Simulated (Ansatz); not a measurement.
The parent structure is AlHO2 (space group Pnnm, No. 58; a = 4.1599 Å, b = 4.6943 Å, c = 2.8400 Å; a cell from a computed database, its experimental status unchecked).

Perturbation: a negative pressure, −2 GPa.

All numbers come from PBEsol in Ansatz (plane waves to 420 eV, PAW, spin-orbit coupling left out).

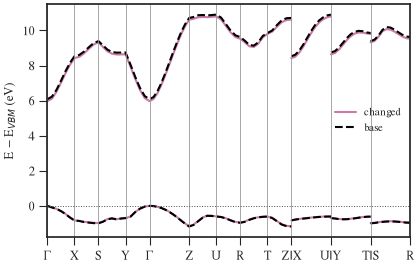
Figure. Highest valence and lowest conduction band along the path, each from its own valence-band maximum

### Question
From the figure, how large is the changed gap, and is it direct?

### Answer
About 6.0 eV, direct at Γ.

Load acts through the strain it causes; cell and atoms are relaxed under it. Semilocal Kohn–Sham gaps tend to fall short of experiment. No phonon test of stability was made.

Ansatz is a program for electronic structure.
